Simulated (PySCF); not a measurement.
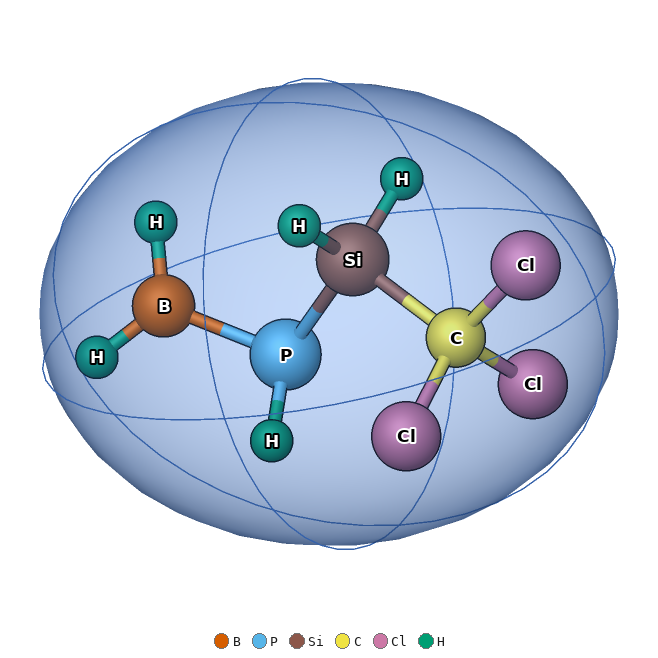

The ellipsoid shows the static dipole polarisability: its half-axes are proportional to the principal values. The geometry was computed by an optimisation with GFN2-xTB. No frequency run is at hand to confirm it as a minimum. Method: PBE0/def2-SVPD (PySCF 2.14.0).

How large and how anisotropic is the polarisability?

Principal values 106.2, 113.1, 150.9 bohr³; mean 123.4 bohr³ (18.29 Å³); anisotropy 41.7 bohr³, so the longest axis is 1.42 times the shortest.

The geometry is semi-empirical. Around B, P, Si such bond lengths and angles can be off by a tenth of an ångström or more and by several degrees, and values that hang on the shape move with them.
